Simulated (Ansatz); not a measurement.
# CH6FNOSi: ladder of methods at one geometry in Python

How do the methods compare on CH6FNOSi, in result and in cost? The task is a ladder of methods at one geometry, for CH6FNOSi. SMILES: N[SiH2]OCF.

All numbers are computed with Ansatz 0.2.0 through its Python package. The levels of theory stand in the script.

## Step 1: The system

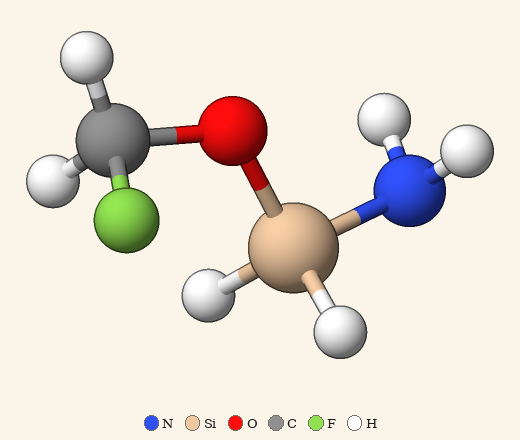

The structure that the script starts from, seen from a chosen angle (nitrogen blue, silicon light orange, oxygen red, carbon grey, fluorine green, hydrogen white).

The script holds or builds the structure itself.

## Step 2: The code

The input, ch6fnosi_methods.py:

```python
# -*- coding: utf-8 -*-
'''One geometry of CH6FNOSi, method by method.'''

from pathlib import Path

import ansatz
import numpy as np

geometry = (
    ansatz.Crystal.molecule()
    .atom('N', [-0.4675, -0.098, 2.1589])
    .atom('Si', [-0.488, -0.5783, 0.5376])
    .atom('O', [0.2646, 0.6443, -0.2689])
    .atom('C', [0.7567, 0.4112, -1.5971])
    .atom('F', [-0.436, 0.2733, -2.3676])
    .atom('H', [0.431, 0.214, 2.4131])
    .atom('H', [-1.0179, 0.8166, 2.1828])
    .atom('H', [0.354, -1.7966, 0.4652])
    .atom('H', [-1.8707, -0.7086, 0.1157])
    .atom('H', [1.2489, 1.2639, -1.9373])
    .atom('H', [1.29, -0.4987, -1.6817])
)

job = (
    geometry.calculation()
    .basis(gaussian='def2-SVP')  # the orbital basis, by name
    .scf(lower_state_search='standard')
)

print('functional    E (Ha)        dipole (D)   HOMO (eV)  LUMO (eV)')
for name in ['r2scan0', 'pbe0', 'hf', 'blyp', 'lda', 'b3lyp']:
    data = job.functional(name).forces().orbitals().run(runs_dir='runs').report
    lines = Path(data['orbitals_path']).read_text().splitlines()
    field_of = lambda key: [line.split('=')[1].strip() for line in lines if line.startswith(key)]
    orbitals = [(27.211386 * float(e), s, float(n)) for e, s, n in zip(field_of('Ene='), field_of('Spin='), field_of('Occup='))]
    homo = max(e for e, _, n in orbitals if n > 0.5)
    lumo = min(e for e, _, n in orbitals if n < 0.5)
    dipole = 4.803205 * np.linalg.norm(data['charge_distribution']['dipole_moment_e_ang'])
    print(f'{name:10s} {data["free_energy_ev"] / 27.211386246:14.6f} {dipole:9.3f} {homo:11.3f} {lumo:10.3f}')
```

## Step 3: Launch

Command:

```bash
python ch6fnosi_methods.py
```

What it wrote:

```text
functional    E (Ha)        dipole (D)   HOMO (eV)  LUMO (eV)
r2scan0       -560.559418     2.190      -8.135      1.514
pbe0          -560.349708     2.115      -7.876      1.244
hf            -558.780140     2.426     -11.790      4.552
blyp          -560.682056     1.987      -6.090      0.425
lda           -557.582833     2.046      -6.402      0.090
b3lyp         -560.780118     2.086      -7.539      0.983
```

It took 24 s on 1 thread of Arm Neoverse V1, shared host; peak memory 0.29 GiB.

Lines on the test bed's own set-up are left out of the output.

A comment line of the script is reworded here; the code is as run.

## Step 4: Run by run

One row for each of the 6 runs:

| run | functional | energy (eV) | SCF cycles | CPU time (s) |
| --- | --- | --- | --- | --- |
| 1 | r2scan0 | -15253.5988 | 17 | 7.4 |
| 2 | pbe0 | -15247.8923 | 17 | 4.4 |
| 3 | hf | -15205.1822 | 13 | 1.8 |
| 4 | blyp | -15256.9360 | 18 | 3.5 |
| 5 | lda | -15172.6018 | 18 | 2.1 |
| 6 | b3lyp | -15259.6044 | 17 | 4.5 |

Totals under unlike functionals or potentials can't be compared directly.

The fields below are those of run 1.

## Step 5: Orbitals and fields

Orbitals, density, ELF and potential are computed afterwards from the orbital file.

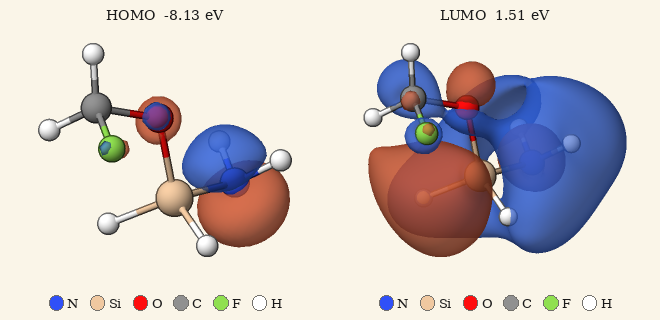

r2SCAN0/def2-SVP orbitals near the gap, drawn at the value that encloses 70 % of each; the two colours are the two signs.

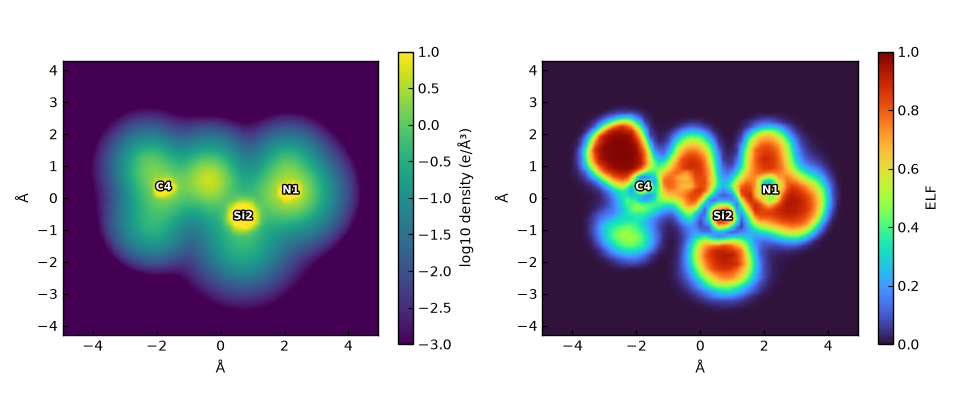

Density (left) and ELF (right) in a plane through or near 3 of the atoms.

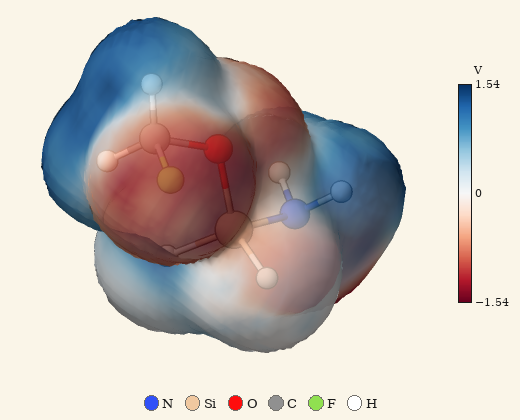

Electrostatic potential on the surface of density 0.002 e/bohr³; red is low, blue high. It runs, from the 1st to the 99th percentile, from -1.54 V near N1 to 1.46 V near H6.

## Step 6: Summary of results

```
                                          quantity    value
                                     runs compared        6
HOMO-LUMO gap of the mean field (r2SCAN0/def2-SVP)  9.65 eV
```

In words: All 6 runs converged, in 13 to 18 cycles. Caveats:
- The geometry is a force-field or estimated start, not a minimum of this method, and the basis set is short of its limit. A lower total doesn't mark the better method: functionals have no common bound, and MP2 and coupled cluster aren't variational.
- b3lyp holds the VWN-RPA fit, as in Gaussian; the form of ORCA and Turbomole is b3lyp5.
- Levels such as HOMO and LUMO are orbital energies: with these approximate functionals they aren't the ionisation energy and electron affinity, and their gap isn't the fundamental gap.
